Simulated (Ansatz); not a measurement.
The reference is Re in the hcp (Mg type) structure (space group P6_3/mmc, No. 194; a = 2.776 Å, c = 4.481 Å; relaxed with 0.1 eV smearing). Axes: x lies along a and z along c of the hexagonal cell.

Structures relaxed with PBE (Ansatz, an electronic-structure program, PAW, scalar-relativistic without spin-orbit coupling).

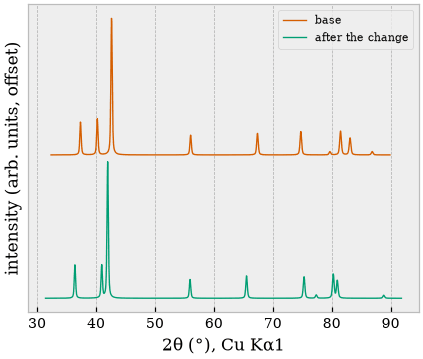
Fig. 1. Simulated powder patterns before (top) and after one change

Name the change that was made.
A) biaxial strain +1.00 %, plane normal [001], relaxed out of plane
B) biaxial strain +2.50 %, plane normal [001], relaxed out of plane
C) biaxial strain −3.00 %, plane normal [001], relaxed out of plane
D) biaxial strain −1.00 %, plane normal [001], relaxed out of plane

B, biaxial strain +2.50 %, plane normal [001], relaxed out of plane. Its volume per atom is 15.44 Å³ against 14.96 Å³, and its space group is P6_3/mmc (No. 194).

Whether these cells are dynamically stable was not tested. The final runs are not spin-polarised.
